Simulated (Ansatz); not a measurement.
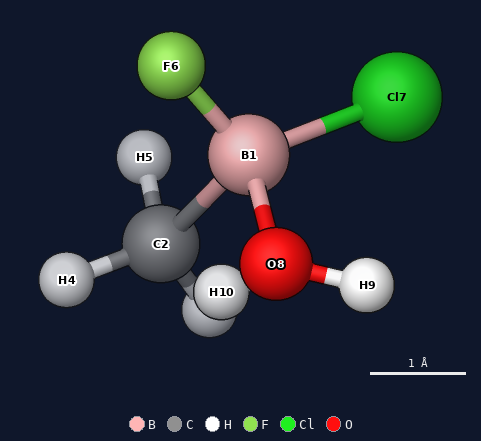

The structure (ball-and-stick view, seen at a tilt; atoms are numbered from 1 in the order of the input). Bond lengths as drawn: B–C 1.79 Å, B–Cl 1.84 Å, B–F 1.36 Å, B–O 1.55 Å, C–H 1.10 Å and H–O 0.98 Å.

## Frequency calculation of CH5BClFO

CH5BClFO, computed with RKS PBE-D4/def2-mTZVP (Ansatz 0.2.0).

It belongs to a series of runs on one base structure; here: vibrations at the highest image of the band. Figures and captions count atoms from 1; the log counts them from 0 in places.

**Input file**
```yaml
crystal:
  periodic: [false, false, false]
  atoms:
    - { symbol: B, position_ang: [-0.045159, -0.392178, 0.139512] }
    - { symbol: C, position_ang: [-0.005136, 0.023694, 1.884825] }
    - { symbol: H, position_ang: [-0.883383, -0.144357, 2.524639] }
    - { symbol: H, position_ang: [0.928892, -0.152843, 2.438721] }
    - { symbol: H, position_ang: [-0.019269, 1.097084, 1.64731] }
    - { symbol: F, position_ang: [1.058282, 0.119847, -0.459629] }
    - { symbol: Cl, position_ang: [-1.671212, 0.108169, -0.562276] }
    - { symbol: O, position_ang: [0.046668, -1.938483, 0.266818] }
    - { symbol: H, position_ang: [-0.81359, -2.333826, 0.019327] }
    - { symbol: H, position_ang: [-0.054691, -1.253507, 1.337457] }
basis:
  gaussian: { orbitals: def2-mTZVP }
hamiltonian:
  xc: pbe
  dispersion: d4
phonons: {}
```

Run on 4 threads of Arm Neoverse V2, 24 GiB of memory available, shared host.

Launched with:
```bash
ansatz run input.yaml --threads 4 --pin off --max-ram 5120MiB --backend cpu --events-out ev --progress --plain --runs-dir out
```

**The program's output**
```
Engine: ansatz 0.2.0, aarch64-unknown-linux-gnu
Functional definition: PBE
  parameter kappa = 0.804
  parameter beta = 0.06672455060314922
  exchange = pbe_x(kappa = kappa, mu = beta*pi^2/3)
  correlation = pbe_c(beta = beta)
1102 factors; their error is unknown
mean field evaluation 1: about -19062.6934 eV, gradient 7.6e1 eV
mean field evaluation 2: about -19041.7854 eV, gradient 1.2e2 eV
mean field evaluation 4: about -19073.4169 eV, gradient 9.1e0 eV
mean field evaluation 8: about -19073.5875 eV, gradient 2.6e-1 eV
mean field evaluation 16: about -19073.5477 eV, gradient 2.3e-4 eV
mean field -19073.54770640 eV, -700.9399496953 hartree, gradient 2.9e-5 eV, S^2 0.000000; 0 other end points of the search recorded, 0 dependent functions left out
the calculation of the forces begins
reference -19073.54774646 eV, -700.9399511675 hartree; 25, 25 occupied and 93, 93 virtual orbitals, 1102 factors
these checks for a lower state are left out or cut short: stability, starts, cluster_reference, orbital_swaps, neighbouring_geometries, increment
1102 factors; their error is unknown
mean field -19073.54759178 eV, -700.9399454832 hartree, gradient 2.3e-6 eV, S^2 0.000000; 0 other end points of the search recorded, 0 dependent functions left out
[... from here on the field's lines of each further geometry are left out, up to the last ...]
the calculation of the forces begins
reference -19073.54767491 eV, -700.9399485381 hartree; 25, 25 occupied and 93, 93 virtual orbitals, 1102 factors
these checks for a lower state are left out or cut short: stability, starts, cluster_reference, orbital_swaps, neighbouring_geometries, increment
1102 factors; their error is unknown
mean field -19073.54771990 eV, -700.9399501914 hartree, gradient 2.3e-6 eV, S^2 0.000000; 0 other end points of the search recorded, 0 dependent functions left out
the calculation of the forces begins
reference -19073.54775996 eV, -700.9399516636 hartree; 25, 25 occupied and 93, 93 virtual orbitals, 1102 factors
WARN: phonons: modes at or below zero, which the zero-point energy, F, S and C_V leave out: 1, the lowest at -1286.31 cm⁻¹. A minimum has none, and a first-order saddle one
Total energy: -19073.73706031 eV, -700.9469083232 hartree
Atom 0 at    -0.045159    -0.392178     0.139512 Å, force    -0.000081    -0.000299    -0.000357 eV/Å
Atom 1 at    -0.005136     0.023694     1.884825 Å, force    -0.000329    -0.000206     0.000017 eV/Å
Atom 2 at    -0.883383    -0.144357     2.524639 Å, force     0.000022     0.000022    -0.000076 eV/Å
Atom 3 at     0.928892    -0.152843     2.438721 Å, force     0.000032     0.000040     0.000139 eV/Å
Atom 4 at    -0.019269     1.097084     1.647310 Å, force     0.000211     0.000217     0.000190 eV/Å
Atom 5 at     1.058282     0.119847    -0.459629 Å, force    -0.000088    -0.000242     0.000217 eV/Å
Atom 6 at    -1.671212     0.108169    -0.562276 Å, force    -0.000128    -0.000002    -0.000129 eV/Å
Atom 7 at     0.046668    -1.938483     0.266818 Å, force     0.000373     0.000276    -0.000701 eV/Å
Atom 8 at    -0.813590    -2.333826     0.019327 Å, force    -0.000245    -0.000003     0.000280 eV/Å
Atom 9 at    -0.054691    -1.253507     1.337457 Å, force     0.000234     0.000195     0.000419 eV/Å
Dipole moment:    -0.150728    -0.270674     0.563629 e Å
Vibrations: -1286.31 121.10 239.51 273.05 317.27 379.23 404.99 483.44 619.57 683.64 817.07 842.54 930.18 998.53 1141.98 1249.61 1279.27 1425.95 1500.43 1844.59 2979.48 3050.44 3067.34 3671.41 cm⁻¹, zero-point energy 1.755655 eV
```

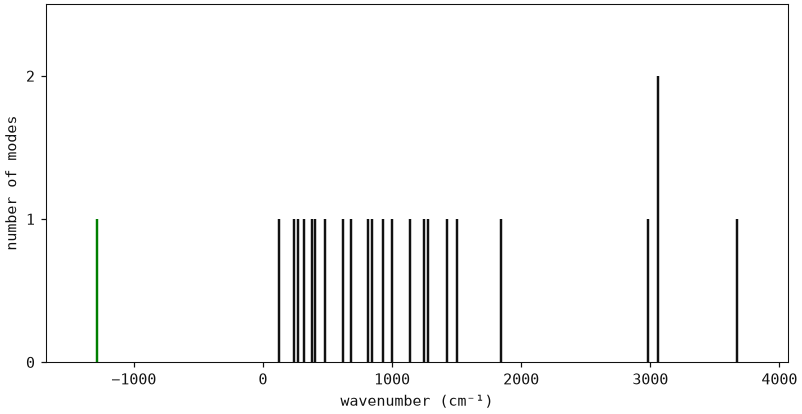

Harmonic vibrational wavenumbers from the force constants; neighbouring modes closer than 23 cm⁻¹ are counted in one stick, and imaginary ones are drawn at negative wavenumbers. 24 modes from 1286i to 3671 cm⁻¹, 1 imaginary beyond 8i (1286i cm⁻¹): a first-order saddle point, if the geometry is stationary.

**Summary**

| quantity | value |
| --- | --- |
| outcome | converged |
| total energy | −19073.7371 eV |
| mean-field energy | −19073.5477 eV |
| largest force (length of the vector) | 0.001 eV/Å |
| wall time | 38 s (CPU time 2.3 min) |
| peak memory | 0.15 GiB |
